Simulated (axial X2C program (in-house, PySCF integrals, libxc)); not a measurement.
# TeB⁻: properties at the nuclei

Wanted for TeB⁻: properties at the nuclei, at the two-component level.

Program: an in-house X2C program for linear molecules on PySCF integrals. Level of theory: two-component X2C with atomic mean-field terms, Te dyall-acv3z, B dyall-av3z. These are calculated values, not measurements.

## Step 1: Input

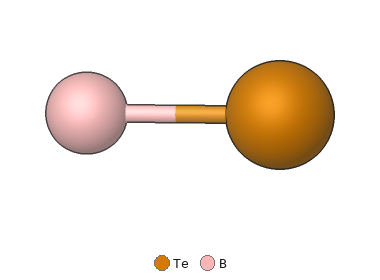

The two atoms at 2.060 Å (tellurium orange, boron pink).

File task.json:

```json
{"zs": [52, 5], "q": -1, "bas": ["dyall-acv3z", "dyall-av3z"], "r0": 2.06, "levels": ["PBE0", "HF", "r2SCAN", "PBE", "BHandHLYP"], "nst": 3}
```

Keys: zs atomic numbers; q charge; bas basis sets; r0 starting distance in Å; levels methods (HF also brings MP2); nst determinants followed.

Started as:

```sh
python soeom.py task.json out
```

Further steps of the session: Expectation values, lowest determinant; Expectation values, a higher determinant; Expectation values, a higher determinant.

What does the calculation give? Wanted: lowest determinant; qzz Te; qzz B; higher determinant; Eeff magnitude; Ws magnitude Te; A∥/gI Te (for each run or level that gives them).

As calculated:

| quantity | value |
| --- | --- |
| lowest determinant | Ω = 0 (closed shell) |
| qzz Te (a.u.), PBE0 | -0.15 |
| qzz B (a.u.), PBE0 | -0.43 |
| higher determinant | Ω = 2 (excess of +ω over −ω: ω = 1/2, ω = 3/2) |
| Eeff magnitude (GV/cm), PBE0, higher determinant | 2.41 |
| Ws magnitude Te (kHz), PBE0, higher determinant | 0.758 |
| A∥/gI Te (MHz), PBE0, higher determinant | 153 |
| qzz Te (a.u.), PBE0, higher determinant | 4.43 |
| higher determinant | Ω = 1 (excess of +ω over −ω: 2 × ω = 1/2) |
| Eeff magnitude (GV/cm), PBE0, higher determinant | 2.02 |
| Ws magnitude Te (kHz), PBE0, higher determinant | 1.06 |
| A∥/gI Te (MHz), PBE0, higher determinant | 333 |
| qzz Te (a.u.), PBE0, higher determinant | 5.48 |

What this shows: The expectation values come from single determinants, which for open shells can mix terms of unlike spin or miss the lowest Ω, so a determinant need not be a state. Eeff is the effective electric field on the electron dipole moment in this Ω state and Ws the scalar–pseudoscalar constant (defined with the proton number Z and per Ω); A∥ is the parallel hyperfine constant, which follows by multiplying with the nuclear g factor gI = μI/(I μN); qzz is the electric field gradient, eQq0 = 234.96 MHz × Q/barn × qzz. The operators were transformed with the bare-nucleus X2C matrices.
